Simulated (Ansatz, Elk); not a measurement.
# How far do independent atoms describe Cs2SrSi2?

The structure of Cs2SrSi2 used here is made up (a known structure type with other elements) and was relaxed beforehand with PBEsol. The aim is the Fourier transform of its all-electron density, F(hkl), set beside the sum over free spherical atoms that refinements use.

Main program and level: Elk 11.2.3 (patched build); DFT, PBE, all-electron APW+lo, Dirac cores, scalar-relativistic bands, static density, no spin.

The structure was built from a prototype and need not be the compound's stable phase.

### 1. The structure

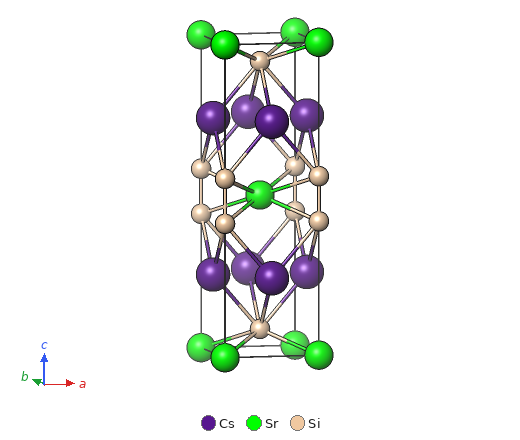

Start, viewed slightly off an axis; caesium purple, strontium green, silicon light orange. This picture shows the conventional cell, with its axes. Some periodic images of atoms are drawn too.

Coordinates:

```cif
data_structure
_symmetry_space_group_name_H-M 'I4/mmm'
_symmetry_Int_Tables_number 139
_cell_length_a 4.8004
_cell_length_b 4.8004
_cell_length_c 15.5928
_cell_angle_alpha 90.000
_cell_angle_beta 90.000
_cell_angle_gamma 90.000
_cell_volume 359.33
loop_
_atom_site_label
_atom_site_type_symbol
_atom_site_symmetry_multiplicity
_atom_site_Wyckoff_symbol
_atom_site_fract_x
_atom_site_fract_y
_atom_site_fract_z
_atom_site_occupancy
Cs1 Cs 4 d 0.50000 0.00000 0.25000 1
Sr1 Sr 2 a 0.00000 0.00000 0.00000 1
Si1 Si 4 e 0.50000 0.50000 0.07199 1
```

### 2. Ground state and structure factors

An all-electron density is needed, since X-rays see the cores too. Task 0 finds the density and task 195 Fourier-transforms it; tshift is off so that phases refer to the origin typed.

elk.in reads:

```
tasks
  0
  195

xctype
  20

spinpol
  .false.

rgkmax
  7.0

gmaxvr
  14.0

lmaxo
  7

lmaxapw
  8

swidth
  0.002

tshift
  .false.

ramdisk
  .false.

hmaxvr
  5.5

maxscl
  120

epspot
  1e-06

sppath
  './'

avec
  -4.53576653679 4.53576653679 14.73305628861
  4.53576653679 -4.53576653679 14.73305628861
  4.53576653679 4.53576653679 -14.73305628861

atoms
  3
  'Cs.in'
  2
  0.2500000000 0.7500000000 0.5000000000   0.000000 0.000000 0.000000
  0.7500000000 0.2500000000 0.5000000000   0.000000 0.000000 0.000000
  'Sr.in'
  1
  -0.0000000000 -0.0000000000 -0.0000000000   0.000000 0.000000 0.000000
  'Si.in'
  2
  0.5719889902 0.5719889902 -0.0000000000   0.000000 0.000000 0.000000
  0.4280110098 0.4280110098 -0.0000000000   0.000000 0.000000 0.000000

ngridk
  7 7 7
```

Started as:

```bash
> OMP_NUM_THREADS=4 elk
```

Numbers of over 12 decimals in the logs are rounded to 6 here.

What it wrote:

```text
┌─────────────────────────┐
│ Elk code version 11.2.3 │
└─────────────────────────┘

All units are atomic (Hartree, Bohr, etc.)

┌─────────────────────────────────────────────────┐
│ Ground-state run starting from atomic densities │
└─────────────────────────────────────────────────┘

Lattice vectors :
  -4.535766537       4.535766537       14.73305629
   4.535766537      -4.535766537       14.73305629
   4.535766537       4.535766537      -14.73305629

Reciprocal lattice vectors :
  0.3051893329E-16  0.6926266218      0.2132342803
  0.6926266218      0.3051893329E-16  0.2132342803
  0.6926266218      0.6926266218      0.7547288174E-17

Unit cell volume      :    1212.423163
Brillouin zone volume :   0.2045904607

Muffin-tin inner radius fraction :   0.1000000000E-01

Nuclei treated as point charges

Species : 1 (Cs)
 parameters loaded from : Cs.in
 name : caesium
 nuclear charge    :   -55.00000000
 electronic charge :    55.00000000
 atomic mass :    242271.8146
 muffin-tin radius :    2.800000000
 number of radial points in muffin-tin :   1393
 inner part over the whole radius :   0.9975634425E-02
 number on inner part of muffin-tin    :    996
 approximate nuclear radius :   0.9115647269E-04
 number of mesh points to nuclear radius :    503
 atomic positions (lattice), magnetic fields (Cartesian) :
  1 :   0.25000000 -0.25000000  0.50000000    0.00000000  0.00000000  0.00000000
  2 :  -0.25000000  0.25000000  0.50000000    0.00000000  0.00000000  0.00000000

Species : 2 (Sr)
 parameters loaded from : Sr.in
 name : strontium
 nuclear charge    :   -38.00000000
 electronic charge :    38.00000000
 atomic mass :    159721.4892
 muffin-tin radius :    2.600000000
 number of radial points in muffin-tin :   1193
 inner part over the whole radius :   0.9909106339E-02
 number on inner part of muffin-tin    :    847
 approximate nuclear radius :   0.8067967193E-04
 number of mesh points to nuclear radius :    415
 atomic positions (lattice), magnetic fields (Cartesian) :
  1 :   0.00000000  0.00000000  0.00000000    0.00000000  0.00000000  0.00000000

Species : 3 (Si)
 parameters loaded from : Si.in
 name : silicon
 nuclear charge    :   -14.00000000
 electronic charge :    14.00000000
 atomic mass :    51196.73458
 muffin-tin radius :    2.096235690
 number of radial points in muffin-tin :    793
 inner part over the whole radius :   0.9854902280E-02
 number on inner part of muffin-tin    :    552
 approximate nuclear radius :   0.5963282101E-04
 number of mesh points to nuclear radius :    247
 atomic positions (lattice), magnetic fields (Cartesian) :
  1 :  -0.42801101 -0.42801101  0.00000000    0.00000000  0.00000000  0.00000000
  2 :   0.42801101  0.42801101  0.00000000    0.00000000  0.00000000  0.00000000

Total number of atoms per unit cell :    5
Total muffin-tin volume :    334.6951226
 ratio of muffin-tin to unit cell volume :   0.2760547084

Spin treatment :
 spin-unpolarised

Number of Bravais lattice symmetries :   16
Number of crystal symmetries         :   16
Crystal has inversion symmetry
Real symmetric eigensolver will be used

k-point grid :      7     7     7
k-point offset :    0.000000000       0.000000000       0.000000000
k-point set is reduced with full crystal symmetry group
Total number of k-points :       40

Muffin-tin radius times maximum |G+k| :    7.000000000
 using average radius
Maximum |G+k| for APW functions       :    2.824295407
Maximum (1/2)|G+k|²                   :    3.988322274
Maximum |G| for potential and density :    14.00000000
Constant for pseudocharge density :   10
 order of it for each species :   17  17  17
 order of it for pair densities of each species (exact exchange by exxq0 0: 18) :   13  11   5
Radial integration step length :    1

G-vector grid sizes :     72    72    72
Number of G-vectors :    56161

Maximum angular momentum used for
 APW functions            :    8
 outer part of muffin-tin :    7
 inner part of muffin-tin :    2

Total nuclear charge    :   -176.0000000
[...]
correlation                 :     -8.936454
 electron entropic           :    -0.13172820863344E-02
 total energy                :     -19342.242616141

Density of states at Fermi energy :    103.3309537
 (states/Hartree/unit cell)

Estimated indirect band gap :   0.6826205133E-03
 from k-point 31 to k-point 3
Estimated direct band gap   :   0.8126043215E-02
 at k-point 39

Charges :
 core                        :    120.0000000
 valence                     :    56.00000000
 interstitial                :    10.03290735
 muffin-tins (core leakage)
  species : 1 (Cs)
   atom 1                    :    52.95640979     (  0.1235322701E-04)
[...]
species : 2 (Sr)
[...]
species : 3 (Si)
[...]
total in muffin-tins        :    165.9670926
 total calculated charge     :    175.9953301
 total charge                :    176.0000000
 error                       :   0.4669883268E-02

RMS change in Kohn-Sham potential (target) :   0.3313666945     (  0.1000000000E-05)
Absolute change in total energy (target)   :   0.4214367591     (  0.1000000000E-03)

[... loops 3 to 14 left out ...]

┌──────────────────┐
│ Loop number : 15 │
└──────────────────┘

Energies :
 Fermi                       :     0.197638
 sum of occupied eigenvalues :     -11754.477250211
 electron kinetic            :      20447.879763012
 core electron kinetic       :      19913.516679382
 Coulomb                     :     -39255.885936817
 Coulomb potential           :     -31508.064985156
 nuclear-nuclear             :     -1561.4220834942
 electron-nuclear            :     -43902.810253409
 Hartree                     :      6208.3464000869
 Madelung                    :     -23501.853444239
 xc potential                :     -694.29202806750
 exchange                    :     -523.50194525132
 correlation                 :     -8.947927
 electron entropic           :    -0.11302820964920E-02
 total energy                :     -19340.457176206

Density of states at Fermi energy :    85.56751853
 (states/Hartree/unit cell)

Estimated indirect band gap :   0.6302875935E-03
 from k-point 6 to k-point 36
Estimated direct band gap   :   0.3608493427E-02
 at k-point 36

Charges :
 core                        :    120.0000000
 valence                     :    56.00000000
 interstitial                :    10.11455255
 muffin-tins (core leakage)
  species : 1 (Cs)
[...]
species : 2 (Sr)
[...]
species : 3 (Si)
[...]
total in muffin-tins        :    165.8854475
 total calculated charge     :    175.9953473
 total charge                :    176.0000000
 error                       :   0.4652741808E-02

RMS change in Kohn-Sham potential (target) :   0.3266668840E-06 (  0.1000000000E-05)
Absolute change in total energy (target)   :   0.3716466017E-04 (  0.1000000000E-03)

Convergence targets achieved

┌──────────────────┐
│ Loop number : 16 │
└──────────────────┘

Energies :
 Fermi                       :     0.197638
 sum of occupied eigenvalues :     -11754.477278868
 electron kinetic            :      20447.879744744
 core electron kinetic       :      19913.516667696
 Coulomb                     :     -39255.885939020
 Coulomb potential           :     -31508.064992964
 nuclear-nuclear             :     -1561.4220834942
 electron-nuclear            :     -43902.810251296
 Hartree                     :      6208.3463957702
 Madelung                    :     -23501.853442538
 xc potential                :     -694.29203064816
 exchange                    :     -523.50194539820
 correlation                 :     -8.947927
 electron entropic           :    -0.11302836935503E-02
 total energy                :     -19340.457196810

Density of states at Fermi energy :    85.56766154
 (states/Hartree/unit cell)

Estimated indirect band gap :   0.6303549157E-03
 from k-point 6 to k-point 36
Estimated direct band gap   :   0.3608557829E-02
 at k-point 36

Charges :
 core                        :    120.0000000
 valence                     :    56.00000000
 interstitial                :    10.11455255
 muffin-tins (core leakage)
  species : 1 (Cs)
[...]
species : 2 (Sr)
   atom 1                    :    35.88059180     (  0.2812692088E-04)
  species : 3 (Si)
   atom 1                    :    11.88376204     (  0.2242936394E-02)
   atom 2                    :    11.88376204     (  0.2242936394E-02)
 total in muffin-tins        :    165.8854474
 total calculated charge     :    175.9953473
 total charge                :    176.0000000
 error                       :   0.4652741414E-02

┌──────────────────────────────┐
│ Self-consistent loop stopped │
└──────────────────────────────┘

Warning : core states of species 3 leak from the muffin-tin :   0.2242936394E-02

Wrote STATE.OUT
```

It took 53 s on 4 threads of Intel Xeon Platinum 8488C (Sapphire Rapids), shared host; peak memory 0.35 GiB.

SFACRHO.OUT:

```text

h k l indices transformed by vhmat matrix:
   1.000000000       0.000000000       0.000000000    
   0.000000000       1.000000000       0.000000000    
   0.000000000       0.000000000       1.000000000    

      h      k      l  multipl.   |H|            Re(F)            Im(F)           |F|

      0      0      0      1   0.0000000       176.00000      0.28077346E-15   176.00000    
      1      1     -1      2  0.42646856      -53.018607     -0.50477254E-13   53.018607    
      0      1     -1      8  0.72470718       12.224375     -0.52580473E-14   12.224375    
     -2     -2      2      2  0.85293712       125.20481     -0.10621256E-12   125.20481    
      2      1     -2      8  0.94284217       27.994820     -0.63096568E-14   27.994820    
      0      0     -1      4  0.97952196      -40.685762     -0.52632460E-13   40.685762    
     -1     -1      2      8   1.0683345       137.89598     -0.11041899E-12   137.89598    
     -3     -2      2      8   1.2713981       42.871578     -0.10516095E-13   42.871578    
     -3     -3      3      2   1.2794057      -76.108614      0.21768316E-12   76.108614    
      2      2     -1      8   1.2988322      -62.728237     -0.51528864E-13   62.728237    
     -1      1     -1      4   1.3852532       135.29450      0.51360107E-13   135.29450    
     -2      0      2      8   1.4494144      -44.689365      0.10831577E-12   44.689365    
      2     -1      0     16   1.5633704       12.217357     -0.36806331E-14   12.217357    
      3      3     -2      8   1.6113169       94.563665      0.66251396E-13   94.563665    
     -3     -1      3      8   1.6267846       106.04558     -0.13776084E-12   106.04558    
     -4     -3      3      8   1.6455108       45.432855      0.29576516E-15   45.432855    
      2      1     -3     16   1.6756724       24.082283     -0.42064378E-14   24.082283    
      4      4     -4      2   1.7058742       93.159556      0.15616401E-12   93.159556
```

Elk indexes on the primitive cell of elk.in and gives |H| = 4π sin θ/λ in inverse bohr. Below, one row stands for each form hkl of the conventional cell (m members, Friedel mates merged), F is for one primitive cell and the density is static (no thermal factor). Free-atom factors are Waasmaier and Kirfel's, and R is Σm||F|−|F'||/Σm|F|.

```tsv
hkl	m	sin θ/λ (Å⁻¹)	abs F, DFT	neutral atoms	diff.
002	2	0.064	53.019	53.144	-0.126
101	8	0.109	12.224	12.656	-0.432
004	2	0.128	125.205	125.294	-0.089
103	8	0.142	27.995	27.864	+0.130
110	4	0.147	40.686	41.009	-0.324
112	8	0.161	137.896	137.824	+0.072
105	8	0.191	42.872	42.926	-0.054
006	2	0.192	76.109	76.348	-0.239
114	8	0.195	62.728	62.819	-0.091
200	4	0.208	135.294	135.364	-0.070
202	8	0.218	44.689	44.621	+0.068
211	16	0.235	12.217	12.170	+0.047
116	8	0.242	94.564	94.212	+0.352
204	8	0.245	106.046	105.933	+0.113
```

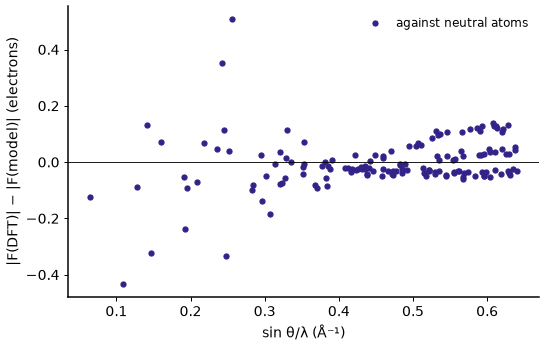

Difference between the calculated structure factors and the independent-atom ones.

### 3. The highest occupied states alone

An energy window below the Fermi level keeps the highest occupied states, to see at which angles they scatter; shallow core shells can lie inside it and anion s states outside. No new self-consistency is needed.

elk.in, as its differences from that of step 2:

```diff
@@ -1,3 +1,2 @@
 tasks
-  0
   195
@@ -40,2 +39,5 @@
 
+wsfac
+  -0.353600 0.497640
+
 sppath
```

Started as:

```bash
> OMP_NUM_THREADS=4 elk
```

What it wrote:

```text
┌─────────────────────────────────┐
│ Elk code version 11.2.3 started │
└─────────────────────────────────┘

Info(readinput): the functional depends on the density's gradient
 muffin-tin radial points multiplied by    2.00000
 (not where nrmtscf is given)

┌────────────────────┐
│ Current task : 195 │
└────────────────────┘
Info(checkmt): changed muffin-tin radius of species 3 (Si) from   2.2000 to   2.0962

Info(sfacrho): density structure factors written to SFACRHO.OUT

 Energy window :  -0.3536000000      0.4976400000

┌──────────────────┐
│ Elk code stopped │
└──────────────────┘
```

Wall time 16 s (4 threads); peak memory 0.25 GiB; 19 s of CPU time.

States within 15 eV below the Fermi level hold 24.01 electrons; any levels below the window count with the cores. Their amplitudes can exceed the total, where window and core parts have opposite phase:

```tsv
hkl	sin θ/λ (Å⁻¹)	abs F, window	abs F, all
002	0.064	5.756	53.019
101	0.109	4.092	12.224
004	0.128	5.484	125.205
103	0.142	0.504	27.995
110	0.147	2.364	40.686
112	0.161	5.746	137.896
105	0.191	0.682	42.872
006	0.192	3.581	76.109
114	0.195	2.820	62.728
200	0.208	2.808	135.294
```

### 4. Another functional

The difference from free atoms is small, so it is set against the change that LDA (Perdew-Wang) makes.

elk.in, as its differences from that of step 3:

```diff
@@ -1,2 +1,3 @@
 tasks
+  0
   195
@@ -4,3 +5,3 @@
 xctype
-  20
+  3
 
@@ -39,5 +40,2 @@
 
-wsfac
-  -0.353600 0.497640
-
 sppath
```

Started as:

```bash
> OMP_NUM_THREADS=4 elk
```

What it wrote:

```text
┌─────────────────────────┐
│ Elk code version 11.2.3 │
└─────────────────────────┘

All units are atomic (Hartree, Bohr, etc.)

┌─────────────────────────────────────────────────┐
│ Ground-state run starting from atomic densities │
└─────────────────────────────────────────────────┘

Lattice vectors :
  -4.535766537       4.535766537       14.73305629
   4.535766537      -4.535766537       14.73305629
   4.535766537       4.535766537      -14.73305629

Reciprocal lattice vectors :
  0.3051893329E-16  0.6926266218      0.2132342803
[...]
species : 1 (Cs)
[...]
species : 2 (Sr)
[...]
species : 3 (Si)
   atom 1                    :    11.89158457     (  0.2283245896E-02)
   atom 2                    :    11.89158457     (  0.2283245896E-02)
 total in muffin-tins        :    165.8783726
 total calculated charge     :    175.9952743
 total charge                :    176.0000000
 error                       :   0.4725668317E-02

┌──────────────────────────────┐
│ Self-consistent loop stopped │
└──────────────────────────────┘

Warning : core states of species 3 leak from the muffin-tin :   0.2283245896E-02

Wrote STATE.OUT
[key lines of the parts left out:]
total energy                :     -19322.627539889
```

It took 35 s on 4 threads; peak memory 0.28 GiB.

Against the first run R = 0.04 %; the largest change is -0.055 at 3 1 14.

### 5. Basis size

A smaller basis shows how fast F responds to it; the change is likely larger than the basis error of the first run, but doesn't show convergence.

elk.in, as its differences from that of step 4:

```diff
@@ -5,3 +5,3 @@
 xctype
-  3
+  20
 
@@ -11,3 +11,3 @@
 rgkmax
-  7.0
+  5.5
```

Started as:

```bash
> OMP_NUM_THREADS=4 elk
```

What it wrote:

```text
┌─────────────────────────┐
│ Elk code version 11.2.3 │
└─────────────────────────┘

All units are atomic (Hartree, Bohr, etc.)

┌─────────────────────────────────────────────────┐
│ Ground-state run starting from atomic densities │
└─────────────────────────────────────────────────┘

Lattice vectors :
  -4.535766537       4.535766537       14.73305629
   4.535766537      -4.535766537       14.73305629
   4.535766537       4.535766537      -14.73305629

Reciprocal lattice vectors :
  0.3051893329E-16  0.6926266218      0.2132342803
[...]
species : 1 (Cs)
[...]
species : 2 (Sr)
[...]
species : 3 (Si)
   atom 1                    :    11.86670227     (  0.2234803520E-02)
   atom 2                    :    11.86670227     (  0.2234803520E-02)
 total in muffin-tins        :    165.7841768
 total calculated charge     :    175.9953769
 total charge                :    176.0000000
 error                       :   0.4623115285E-02

┌──────────────────────────────┐
│ Self-consistent loop stopped │
└──────────────────────────────┘

Warning : core states of species 3 leak from the muffin-tin :   0.2234803520E-02

Wrote STATE.OUT
[key lines of the parts left out:]
total energy                :     -19340.416017327
```

The job ended after 43 s (4 threads; peak memory 0.33 GiB).

Against the first run R = 0.02 %; the largest change is -0.038 at 200.

### 6. Settings against the effect

```tsv
run	R against the first run (%)	R against neutral atoms, low angle (%)	wall time
PBE, rgkmax 7	0.00	0.25	53 s
LDA (Perdew-Wang)	0.04	0.23	35 s
rgkmax 5.5	0.02	0.25	43 s
```

### 7. What came out

```yaml
r_against_neutral_atoms_sin_theta_lambda_0p3_a_minus1: 0.25 %
r_against_neutral_atoms_0p3_to_0p64_a_minus1: 0.12 %
```

**Reading.** Independent neutral atoms miss the calculated amplitudes by R = 0.25 % below 0.3 Å⁻¹ and 0.12 % from there to 0.64 Å⁻¹; by shells, 0.74 % below 0.15 Å⁻¹ (5 forms), 0.19 % 0.15 to 0.3 (16 forms), 0.08 % 0.3 to 0.45 (40 forms), 0.13 % above 0.45 (88 forms). Bonding, aspherical density and the tables' own atoms all enter these figures, and the runs don't part them. The largest change of an amplitude is +0.51 electrons, at 008. The window's part falls from 24.0 electrons at the origin to at most 0.51 between 0.45 and 0.64 Å⁻¹. The window holds more than the 12 outer electrons of the free atoms, so shallow core shells lie inside it. Below 0.3 Å⁻¹ the changes that finished (LDA (Perdew-Wang) and rgkmax 5.5) move F by R = 0.03 % at most, against the 0.25 % that separates it from free atoms. The k-mesh has no finished test. Part of the difference isn't bonding: the tables are fits to free atoms and ions calculated by other methods than this functional. Thermal motion, anomalous dispersion and extinction are left out.

[Logs are printed without paths, hosts, clocks, repeated set-up lines and the standing remarks that a program may print on its own settings, such as how far it seeks lower states.]

[Hosts, paths, dates, database ids (printed as entryN), source tags and the programs' standing remarks are cut or masked in the printed files.]
